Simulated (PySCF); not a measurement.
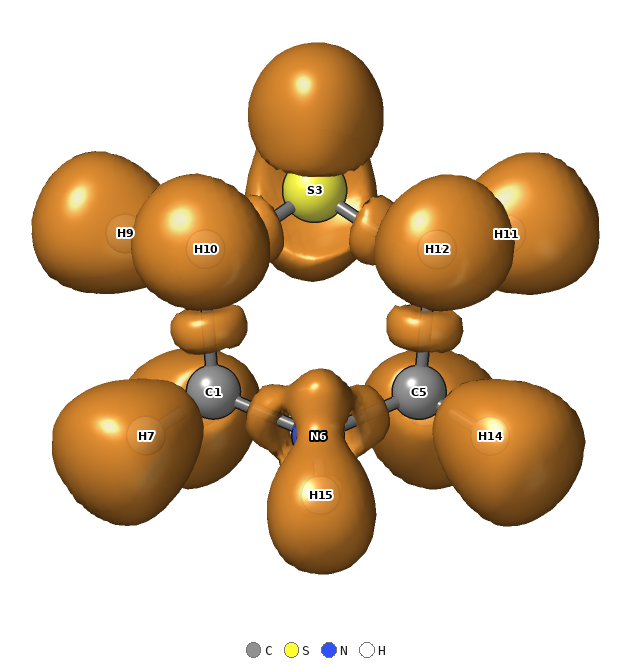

Figure. C4H9NS (SMILES C1CSCCN1). Isosurface of the ELF at 0.8 (orange), seen across its widest extent. Only the valence region is drawn (cores and ρ < 0.01 e/Å³ removed).

Geometry: PBE0-D3(BJ)/def2-SVP.

These are results of PBE0/pcSseg-1, SCF density, in a chloroform solvent model, non-relativistic in PySCF 2.14.0, not measurements.

```yaml
atoms:
  - { symbol: C, position_ang: [-1.3725, -0.2713, -0.0419] }
  - { symbol: C, position_ang: [-1.0481, 1.1896, -0.3410] }
  - { symbol: S, position_ang: [0.5051, 1.3508, -1.2720] }
  - { symbol: C, position_ang: [1.5647, 0.4029, -0.1389] }
  - { symbol: C, position_ang: [0.9876, -0.9819, 0.1405] }
  - { symbol: N, position_ang: [-0.3311, -0.9233, 0.6882] }
  - { symbol: H, position_ang: [-2.3052, -0.3250, 0.5429] }
  - { symbol: H, position_ang: [-1.5699, -0.7801, -1.0101] }
  - { symbol: H, position_ang: [-1.8242, 1.6529, -0.9696] }
  - { symbol: H, position_ang: [-0.9713, 1.7647, 0.5974] }
  - { symbol: H, position_ang: [2.5471, 0.3371, -0.6314] }
  - { symbol: H, position_ang: [1.6846, 0.9649, 0.8029] }
  - { symbol: H, position_ang: [1.0073, -1.5560, -0.8110] }
  - { symbol: H, position_ang: [1.6441, -1.5141, 0.8480] }
  - { symbol: H, position_ang: [-0.5181, -1.3113, 1.5959] }
```

### Identify the bonds, lone pairs and shells in this picture.

At this value the surface marks out two regions between bonded C–C atoms (shared pairs), two regions between bonded C–S atoms (shared pairs), nine regions around hydrogen nuclei and one lobe on S, pointing away from the bonds (lone pairs, which may merge into one lobe). Profiles from the grid: C–N (1.43 Å): the ELF peaks at about 0.95 between the atoms; a shared electron pair. C–C (1.53 Å): the ELF peaks at about 0.95 between the atoms, as expected for localised, covalent bonding.
